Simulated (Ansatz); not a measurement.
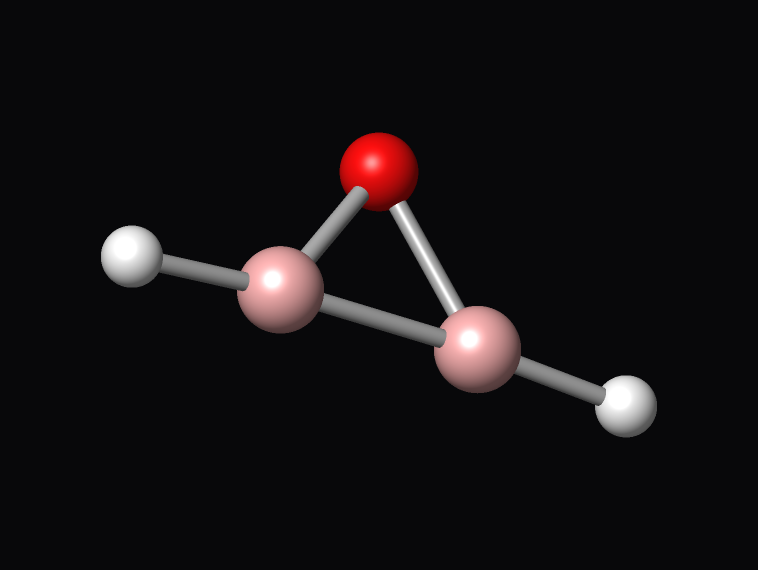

Rendered structure (ball-and-stick style). Every bond is drawn as one stick, whatever its order. Colours: boron pink, oxygen red, hydrogen white.

Question: Count the atoms of each element.

Answer: B₂H₂O, 5 atoms: 2 boron, 2 hydrogen and 1 oxygen.

Question: How many bonds of each kind are drawn?

Answer: 2 B–O, 2 B–H, 1 B–B. Sticks follow a distance rule.

Question: How many atoms are distinct by symmetry?

Answer: 3: 2 B, 1 O, 2 H.

Question: Which point group does it belong to?

Answer: C2v.

The parts below concern this one geometry. Atoms keep their numbers from picture to picture. The computed structure is the end point of a PBE0-D4/def2-TZVP optimisation. No frequency run is at hand to confirm it as a minimum.

**Shape**

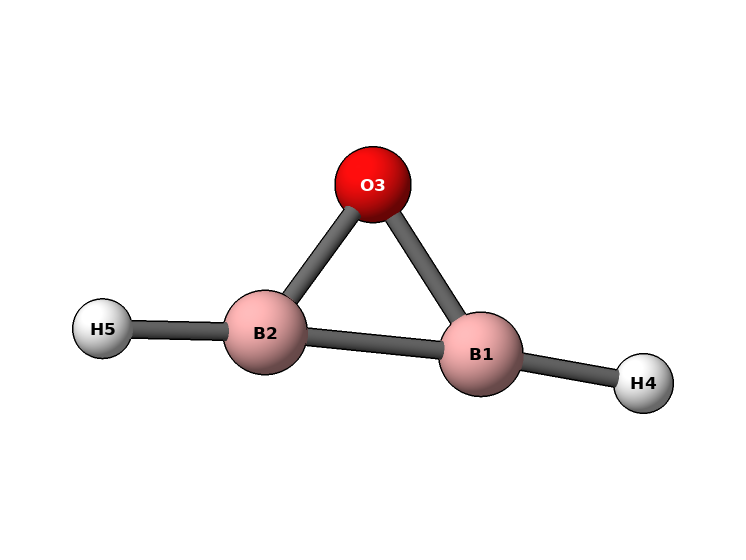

Atoms carry their numbers in the input. No frequency run is at hand to confirm it as a minimum.

Which atoms are bonded, and how long are the bonds?

| bond | length (Å) |
| --- | --- |
| B1–B2 | 1.566 |
| B1–O3 | 1.381 |
| B1–H4 | 1.184 |
| B2–O3 | 1.381 |
| B2–H5 | 1.184 |

**Charges**

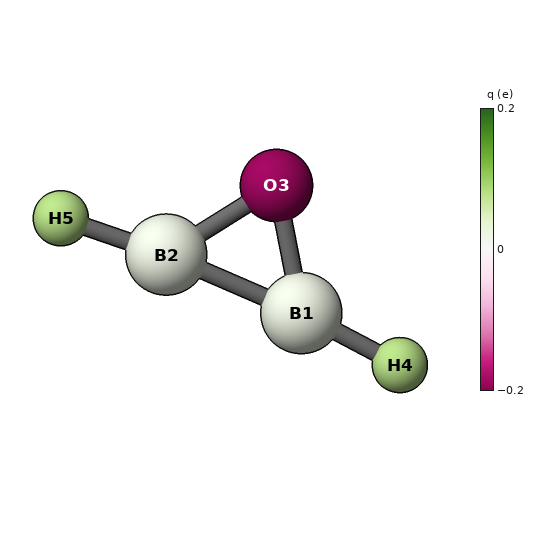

Atoms are coloured by their Mulliken charges. No frequency run is at hand to confirm it as a minimum. Method: RKS PBE0-D4/def2-TZVP (Ansatz 0.2.0).

List the Mulliken charges.

| atom | value (e) |
| --- | --- |
| B1 | 0.02 |
| B2 | 0.02 |
| O3 | −0.19 |
| H4 | 0.08 |
| H5 | 0.08 |

**Electronic properties**

No frequency run is at hand to confirm it as a minimum. Method: RKS PBE0-D4/def2-TZVPP (Ansatz 0.2.0).

Predict the main results.

- HOMO energy (Kohn–Sham orbital): −7.52 eV
- LUMO energy (Kohn–Sham orbital): −1.58 eV
- HOMO–LUMO gap: 5.95 eV

**Dipole moment**

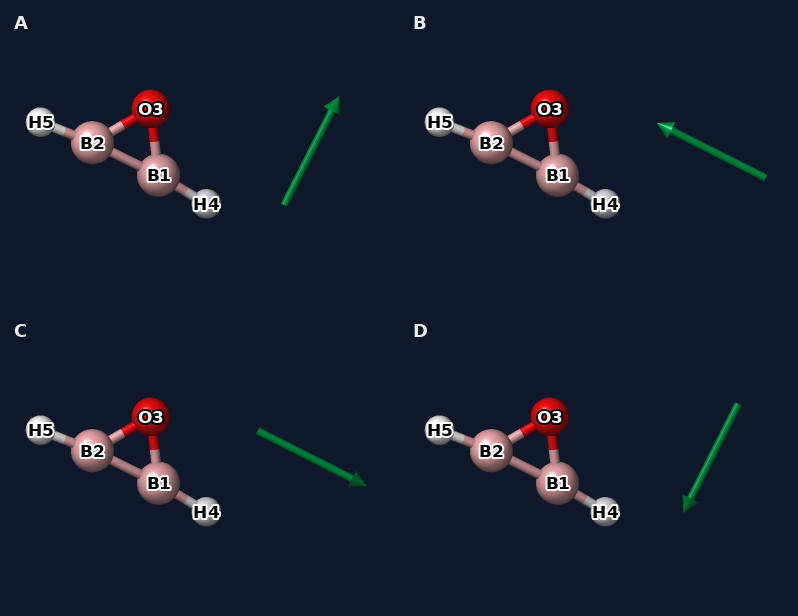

The same molecule four times, each with an arrow. No frequency run is at hand to confirm it as a minimum. Properties computed with RKS PBE0-D4/def2-TZVP (Ansatz 0.2.0).

Question: Which arrow points along the dipole moment, from the negative to the positive end?

Answer: D. The dipole moment is 0.34 D; it points from the side of O3 to the side of B1, B2, H4, H5 (the outermost atoms at the two ends).

Mulliken values depend strongly on the basis set and can even reverse the polarity of a bond.
